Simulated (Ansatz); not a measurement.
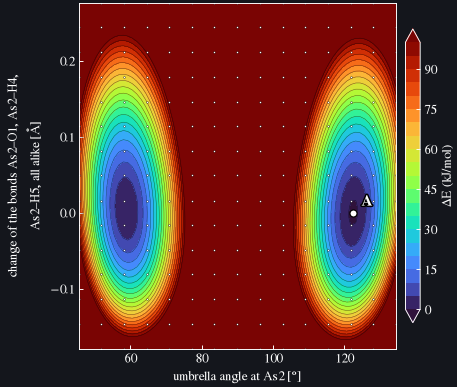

AsH3O, SMILES O[AsH2]. The first coordinate is: umbrella angle at As2 (between each of its bonds and their common axis; 90 is planar); the second: change of the bonds As2–O1, As2–H4, As2–H5, all alike. Nothing is relaxed (all other coordinates rigid). The grid has 15 × 15 points. Points are written as (first, second). All energies are given in kJ/mol relative to the lowest grid point. Theory: Ansatz, RKS SPW92 (LDA)/def2-TZVP.

The picture shows filled contours, dots at the grid points, one colour for all values above the top of the scale, the well A. Between grid points the surface is interpolated.

Where is the minimum, and how stiff is the well along each coordinate? Take the well at A.

Answer. The interpolated minimum is at the first coordinate ≈ 122.5°, the second coordinate ≈ 0.000 Å. The curvatures there are about 29 eV/rad² and 57 eV/Å², with a cross term of about −5.2 eV/(rad·Å). Round the minimum the two coordinates are weakly coupled (coupling −0.13 in units of the two stiffnesses). (1 eV is 96.5 kJ/mol.)
